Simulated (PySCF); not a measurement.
C₃H₅AlCl₂: NMR shielding calculation

C₃H₅AlCl₂, computed with GIAO PBE0/pcSseg-2 NMR shielding, non-relativistic, gas phase (PySCF 2.14.0).

The geometry comes from this level: PBE0-D3(BJ)/def2-SVP. Figures and captions count atoms from 1; the log counts them from 0 in places.

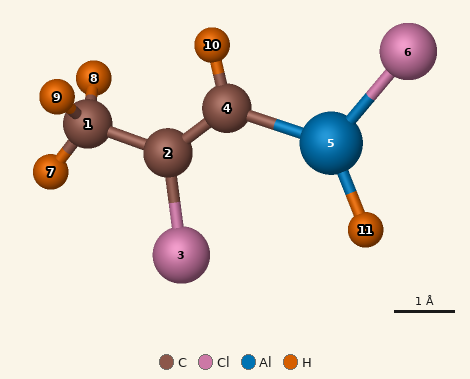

*The input geometry (ball-and-stick view, seen at a tilt; atoms are numbered from 1 in the order of the input). Sticks mark near contacts.*

Bond lengths as drawn: Al–C 1.93 Å, Al–Cl 2.11 Å, Al–H 1.57 Å, C–C 1.34 to 1.50 Å, C–Cl 1.75 Å and C–H 1.10 Å.

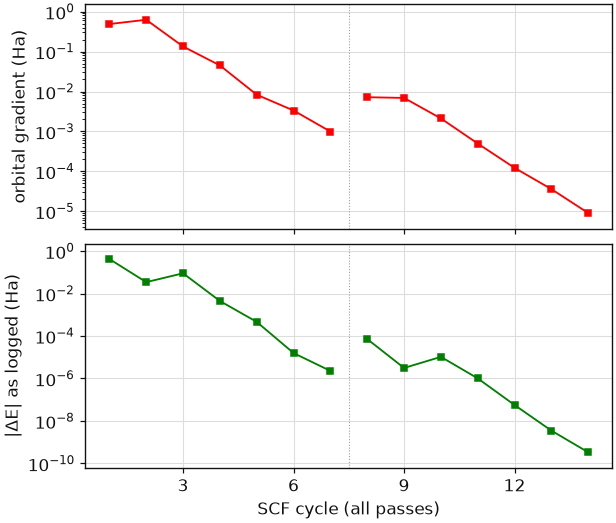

*Convergence of the self-consistent field: orbital gradient and size of the energy change against the SCF cycle. The dotted line marks the change from a coarse to the final integration grid.*

The first 7 cycles use a coarse grid, the final grid takes over at cycle 8, and the field converges after 14 cycles in all.

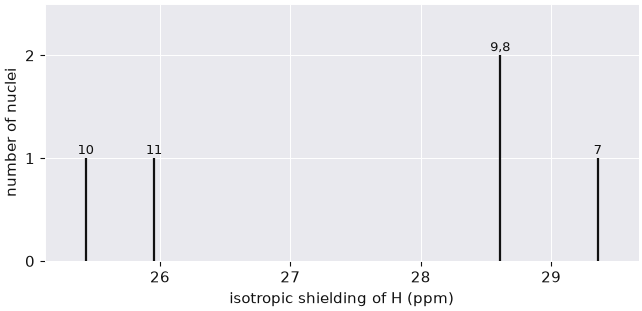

*Isotropic shieldings of the hydrogen nuclei in this fixed geometry, labelled by atom number; shielding grows to the right, so chemical shift grows to the left.*

The least shielded is H10 (25.4 ppm), the most shielded H7 (29.4 ppm).

The input that produced these results follows, with the program's output.

## The input
```
{"job": {"kind": "nmr", "xc": "PBE0", "basis": "pcSseg-2", "pop": true}, "charge": 0, "multiplicity": 1}
C     -1.972797    -0.145679     0.252448
C     -0.502225    -0.429160     0.151281
Cl    -0.115996    -2.135838     0.057256
C      0.479518     0.486509     0.124703
Al     2.377640     0.160628    -0.027960
Cl     3.565375     1.905743    -0.156150
H     -2.569790    -1.064842     0.232111
H     -2.290706     0.497347    -0.582566
H     -2.190737     0.392880     1.187582
H      0.122389     1.524339     0.182149
H      3.135882    -1.217927    -0.081833
```

The first line tells a small driver script what to run in PySCF; the rest is the geometry in Å.

Command:
```bash
OMP_NUM_THREADS=1 python <driver script> task.json out
```

## The program's output
```
coarse grid: 11232 points
cycle   1  E = -1279.6753496935  dE =  4.227e-01  |g| = 4.880e-01  |ddm| = 2.565e+00
cycle   2  E = -1279.6409578378  dE =  3.439e-02  |g| = 6.248e-01  |ddm| = 1.170e+00
cycle   3  E = -1279.7307292372  dE = -8.977e-02  |g| = 1.341e-01  |ddm| = 6.304e-01
cycle   4  E = -1279.7351882577  dE = -4.459e-03  |g| = 4.500e-02  |ddm| = 1.530e-01
cycle   5  E = -1279.7356501375  dE = -4.619e-04  |g| = 8.305e-03  |ddm| = 5.399e-02
cycle   6  E = -1279.7356658637  dE = -1.573e-05  |g| = 3.344e-03  |ddm| = 1.657e-02
cycle   7  E = -1279.7356681346  dE = -2.271e-06  |g| = 9.942e-04  |ddm| = 5.261e-03
final grid: 95872 points
cycle   8  E = -1279.7487306943  dE = -7.170e-05  |g| = 7.195e-03  |ddm| = 3.777e-02
cycle   9  E = -1279.7487275708  dE =  3.123e-06  |g| = 6.906e-03  |ddm| = 1.087e-02
cycle  10  E = -1279.7487379936  dE = -1.042e-05  |g| = 2.119e-03  |ddm| = 7.700e-03
cycle  11  E = -1279.7487390037  dE = -1.010e-06  |g| = 4.976e-04  |ddm| = 2.403e-03
cycle  12  E = -1279.7487390598  dE = -5.614e-08  |g| = 1.225e-04  |ddm| = 4.237e-04
cycle  13  E = -1279.7487390633  dE = -3.486e-09  |g| = 3.598e-05  |ddm| = 1.730e-04
cycle  14  E = -1279.7487390636  dE = -3.338e-10  |g| = 9.058e-06  |ddm| = 4.706e-05
converged SCF energy = -1279.7487390636

GIAO shielding tensors (ppm)
atom      isotropic    diamagn.    paramagn.     s11        s22        s33       span
  0 C      153.034     239.147     -86.112    121.625    148.625    188.853     67.227
  1 C        4.650     250.459    -245.809   -125.058     44.261     94.748    219.805
  2 Cl     595.531    1148.198    -552.667    362.144    469.504    954.945    592.800
  3 C       47.457     254.447    -206.990    -59.926     58.817    143.480    203.405
  4 Al     352.828     792.683    -439.856    308.775    351.746    397.962     89.187
  5 Cl     892.545    1148.578    -256.033    714.339    972.900    990.397    276.058
  6 H       29.357      27.759       1.598     24.612     29.701     33.759      9.148
  7 H       28.619      28.390       0.229     25.053     27.369     33.435      8.382
  8 H       28.599      28.038       0.561     25.092     27.277     33.428      8.336
  9 H       25.430      32.757      -7.327     21.778     24.314     30.199      8.421
 10 H       25.954      27.613      -1.659     21.671     25.851     30.340      8.669
```

## Results in brief

| quantity | value |
| --- | --- |
| outcome | converged |
| total energy | −1279.748739 hartree |
| HOMO | −7.65 eV |
| LUMO | −1.88 eV |
| dipole moment | 2.84 D |
| isotropic shielding, C | 4.7 to 153.0 ppm |
| isotropic shielding, Cl | 595.5 to 892.5 ppm |
| isotropic shielding, Al | 352.8 ppm |
| isotropic shielding, H | 25.4 to 29.4 ppm |
| hardware | 1 CPU thread, shared host |
| wall time | 78 s |
| peak memory | 1.3 GiB |
